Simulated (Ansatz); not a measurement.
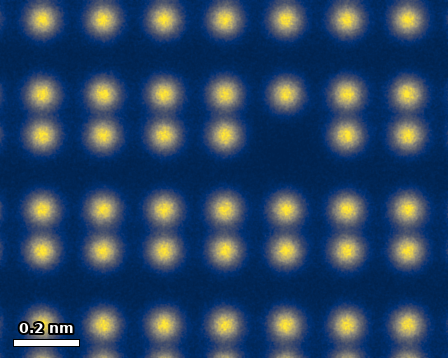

Dark-field STEM-like image of As (R-3m, No. 166) along [210]. Simulated incoherent Z contrast: every atom adds Z^1.7 spread by a probe of 0.72 Å full width; channelling and multiple scattering are left out. The probe carries 15 % of its weight in a tail 2.5 times as wide. Shot noise was added.

The sample is 1 repeat (6.6 Å) thick. One point defect was put into the perfect crystal, without relaxing the atoms around it. Brightness is counted from the darkest point of the image. Host structure: the geometry given to an electronic-structure calculation, possibly off equilibrium.

> Where is the defect (in Å from the left and the top edge), and what does its contrast suggest?

At about 9 Å from the left and 4 Å from the top. The column has all but vanished there, which points to a vacancy or a much lighter atom. The column holds 1 atom (As) through the sample, and one As atom is missing, so its peak vanishes.
